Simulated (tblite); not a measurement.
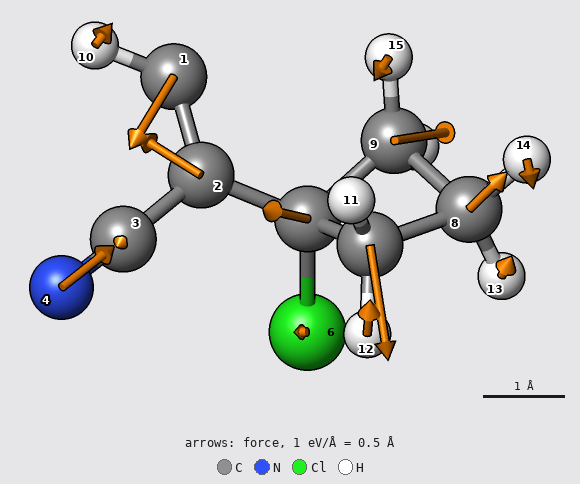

Starting geometry of C₇H₇ClN (multiplicity 2) with the computed forces as orange arrows. A ball-and-stick model, seen at a tilt.

Theory: GFN2-xTB geometry optimisation, gas phase (tblite). 

Question: What follows when this structure is relaxed?

Answer: It isn't relaxed: the largest force vector, on a C atom, is 3.26 eV/Å. The final displacements have little in common with the starting forces (cosine between the two patterns 0.12). An H atom moves most after the best rigid fit: 1.19 Å. Largest moves by element: H 1.19 Å, Cl 0.63 Å, C 0.43 Å, N 0.25 Å. Some distances before and after: C–H 1.139 → 1.086 Å, C–C 1.493 → 1.534 Å, C–C 1.466 → 1.427 Å, C–C 1.339 → 1.303 Å. Among the angles between lasting bonds that change: C–C–H 119.0° → 138.5°, C–C–Cl 116.0° → 107.1°, H–C–H 117.2° → 109.3°. Groups turn about C–C by about 40°, C–C by about 40°, C–C by about 40°. The energy falls by 20.1 kcal/mol in 92 geometry steps.
